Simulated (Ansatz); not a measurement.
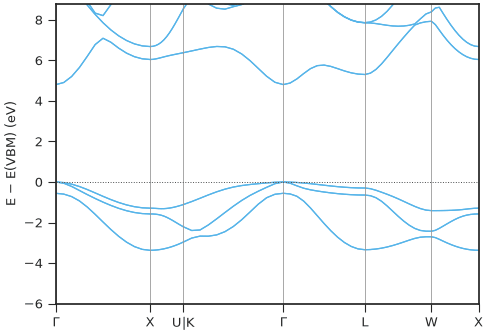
Figure. Band structure from plane-wave PAW PBEsol with spin–orbit coupling (Ansatz code)

### Question
Read off the gap and where the band edges lie.

### Answer
About 4.8 eV (4.81 eV by a search for the band edges); maximum at Γ, minimum at Γ.

The material is LiBr (rock salt, Fm-3m).

Symmetry was held in the PBEsol relaxation.

Potentials: the later of the program's two PAW sets.
